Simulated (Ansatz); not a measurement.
## Electronic structure of Al2As5 in real space

```xyz
14
Lattice="3.8992 0.0000 0.0000 -1.9496 3.3768 0.0000 0.0000 0.0000 23.0476" Properties=species:S:1:pos:R:3 pbc="T T T"
Al    0.0000    0.0000    9.8434
Al    1.9496    1.1256    6.5524
Al    0.0000    2.2512    3.2562
Al    0.0000    0.0000   23.0073
As    0.0000    2.2512   10.7837
As    0.0000    0.0000    7.3925
As    1.9496    1.1256    4.0974
As    0.0000    2.2512    0.7986
As    0.0000    0.0000   20.5368
As    0.0000    2.2512   19.3137
As    0.0000    2.2512   15.9294
As    1.9496    1.1256   17.2292
As    1.9496    1.1256   12.7983
As    0.0000    0.0000   14.0696
```

Space group P3m1; a generated structure, not necessarily the stable one; changed on purpose from its base cell (volume × 0.94, shape and atoms relaxed); computed pressure about 4 GPa in this cell.

All numbers below come from DFT PBE, scalar-relativistic, plane waves, PAW (Ansatz 0.2.0).

In a PAW calculation such maps are meaningful between the atoms, not at the nuclei.

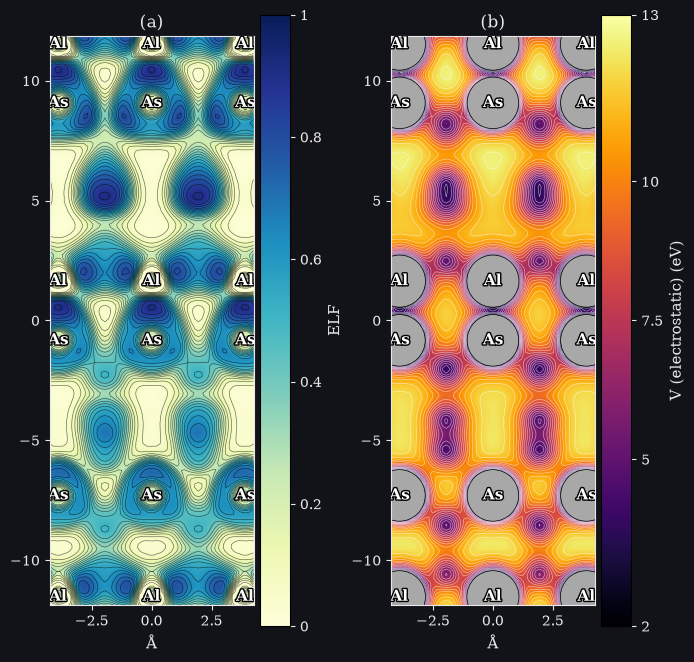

Figure 1. (a) ELF; (b) electrostatic potential (local pseudopotential plus Hartree) felt by an electron on the (010) plane of the conventional cell. Grey discs cover the atomic cores in the potential map.

**Interpret the plot.**

The plane passes through Al and As nuclei. Al–As (2.45 Å): the ELF peaks at about 0.90 between the atoms; localised, covalent bonding. Outside the cores the potential energy rises away from the atoms and is highest about 2.3 Å from the nearest atoms; its zero is arbitrary.

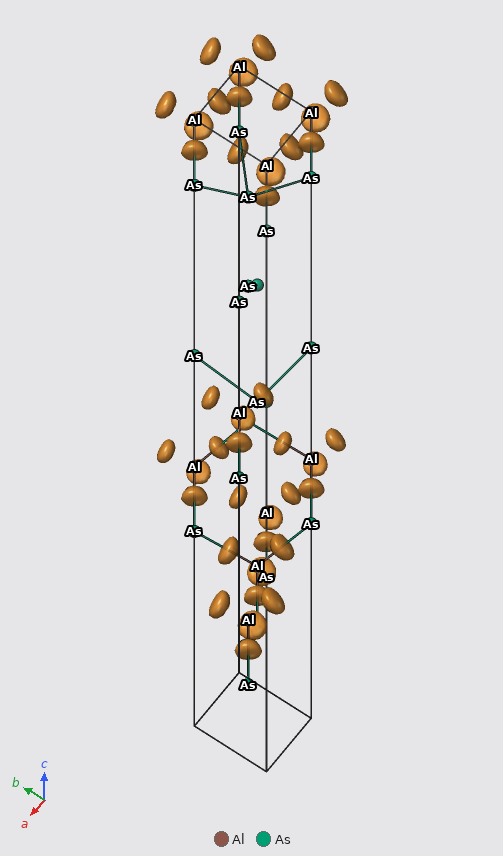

Figure 2. Isosurface of the ELF at 0.85 (orange), seen at an oblique angle. Only the valence region is drawn (cores and ρ < 0.01 e/Å³ removed). Sticks mark near contacts.

**Identify the bonds, lone pairs and shells in this picture.**

At this value the surface marks out 16 regions between bonded Al–As atoms (shared pairs), counted in one cell of 14 atoms. Any copies at cell faces, edges or corners count once.


Al–As (2.40 Å): the ELF peaks at about 0.90 between the atoms: a covalent bond. As–As (2.56 Å): the ELF peaks at about 0.70 between the atoms.
